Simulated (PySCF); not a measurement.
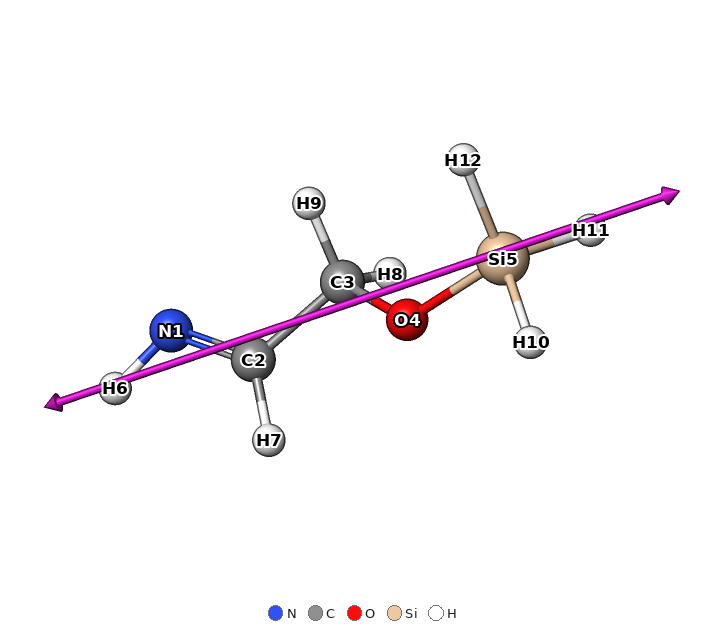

The double arrow shows the direction of the transition dipole to excited singlet state 4 (its length means nothing). The computed structure is the end point of a GFN2-xTB optimisation. No frequency run is at hand to confirm it as a minimum. Level of theory: TDDFT CAM-B3LYP/def2-SVPD, vertical, gas phase, core orbitals frozen in the response (PySCF 2.14.0).

> How is the transition polarised?

Close to the long direction N1···Si5.

> Where does the transition lie, and how strong is it?

7.40 eV (168 nm), oscillator strength 0.043, of mixed character, with the largest part HOMO−1 → LUMO+1 (weight 0.37); transition dipole 1.24 D.

The geometry is semi-empirical. Around Si such bond lengths and angles can be off by a tenth of an ångström or more and by several degrees, and values that hang on the shape move with them.
